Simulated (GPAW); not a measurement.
# Surface energy and work function of Pt(110) from slabs of 4 to 12 layers (RPBE)

How do energy and work function of Pt(110) films settle with thickness, and what surface energy follows?

**Method.** GPAW 26.7.0, plane waves at 450 eV with PAW setups; symmetric 1×1 slabs cut at the tabulated lattice constant (two decimals; low-temperature values for the alkali metals), atoms at bulk places, 7.5 Å of vacuum on each side, one in-plane mesh for all thicknesses, Fermi-Dirac smearing of 0.1 eV. Energies are extrapolated to zero smearing and count from the program's reference atoms. Functional RPBE. The cell's area is 10.866 Å².

The runs, one held back:

| layers | energy (eV) | work function (eV) |
| --- | --- | --- |
| 4 | −20.8251 | 5.16 |
| 5 | −26.5642 | 5.08 |
| 6 | −32.2779 | 5.18 |
| 7 | −38.0541 | 5.06 |
| 8 | −43.7872 | 5.14 |
| 9 | −49.5472 | 5.12 |
| 10 | −55.2948 | 5.09 |
| 11 | −61.0363 | 5.14 |
| 12 | ? | ? |

Q: What surface energy do these runs give, and what energy and work function should the 12-layer slab have?

Worked answer. A slab of n layers has E(n) = nε + 2Aγ once its middle is bulk-like. A line through n = 6 to 11 has the slope ε = −5.7507 eV a layer and the intercept 2Aγ = 2.2146 eV (r.m.s. residual 8.4 meV). So γ = 2.2146 / (2 × 10.866 Å²) = 0.1019 eV/Å² = 1.63 J/m², with a standard error of about 0.02 J/m² from the scatter about the line. For 12 layers: 2.2146 + 12 × (−5.7507) = −66.794 eV; the run gives −66.798 eV, 4.4 meV under the line. The work function has no such law: from 6 to 11 layers it moves between 5.06 and 5.18 eV (mean 5.12), and the 12-layer slab gives 5.11 eV. The thinnest slab, 4 layers, lies +0.04 eV from that mean. The values go up and down with thickness, as expected where levels confined across the film cross the Fermi level one by one. The measured value for this face is 5.53 eV (“Anisotropic work function of elemental crystals” (2019, arxiv:1902.07811)), for a face that reconstructs.

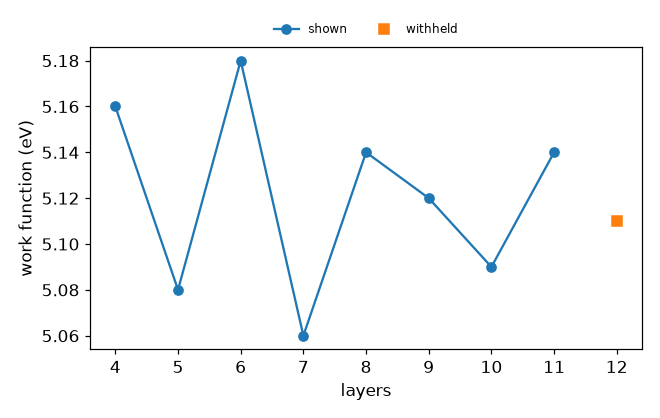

Work function against thickness.

Caveats: The surfaces are unrelaxed, so γ is an upper bound for this functional and lattice constant. The tabulated lattice constant isn't the functional's own, which strains the slab a little. Spin-orbit coupling is left out.
